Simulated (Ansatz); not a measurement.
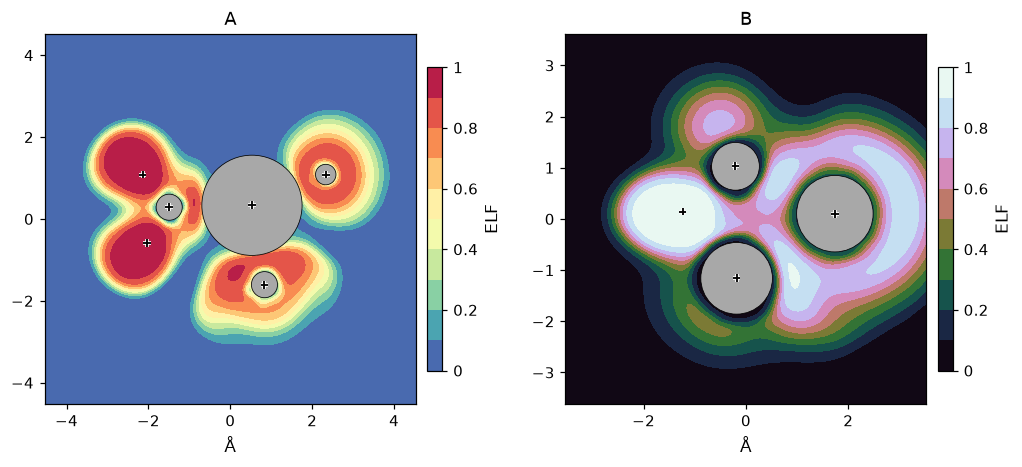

The electron localisation function of 2 systems, each on a plane through atoms (crosses mark nuclei in the plane; grey discs cover the cores).

All numbers below come from RKS PBE/def2-SVP (Ansatz 0.2.0).

System 1: AsBH6Si, the plane of atoms As3, Si1 and H5. 

```xyz
9

Si   -1.2394    0.3188   -0.5548
B     0.8492    0.4223    0.1023
As   -0.4071   -0.9831    1.1460
H    -1.5501   -0.2507   -1.9051
H     0.2249    1.0323   -0.9487
H    -2.0144    1.5627   -0.2488
H     1.7487   -0.0971   -0.5279
H    -0.2114   -2.1104    0.1078
H     1.0546    1.3918    0.8090
```

System 2: FH8N4Ta···NH3, the plane of atoms N8, Ta1 and F17. Core potentials replace the inner electrons of Ta.

```xyz
18

Ta   -0.5469   -0.6071    0.1450
N     3.0673    0.3116   -0.3741
H     2.5100    0.2577    0.4996
H     3.5548    1.2170   -0.3555
N     0.5852   -0.0690    1.7648
H     0.9136   -0.7804    2.4287
H     0.5318    0.8422    2.2304
N     0.4624   -0.3792   -1.5225
H     0.2268   -0.6718   -2.4758
H     1.4704   -0.1008   -1.4207
N    -1.4311    1.2124    0.1744
H    -2.0703    1.5908    0.8828
H    -1.2714    1.9324   -0.5383
N    -2.3536   -1.4814   -0.0435
H    -3.2378   -0.9997   -0.2258
H    -2.5184   -2.4549    0.2346
F    -0.0321   -2.3878    0.7566
H     3.7980   -0.4076   -0.2886
```

> Which map belongs to which system?

Panel A is system 2, FH8N4Ta···NH3: the plane holds Ta, N, H and F. Ta–F (1.95 Å): the ELF peaks at about 0.85 in the valence shell of F, 0.5 Å from its nucleus, and drops to about 0.20 between the two atoms. Panel B is system 1, AsBH6Si: the plane holds Si, B, As and H. B–As (2.15 Å): the ELF peaks at about 0.85 between the atoms, as expected for localised, covalent bonding.
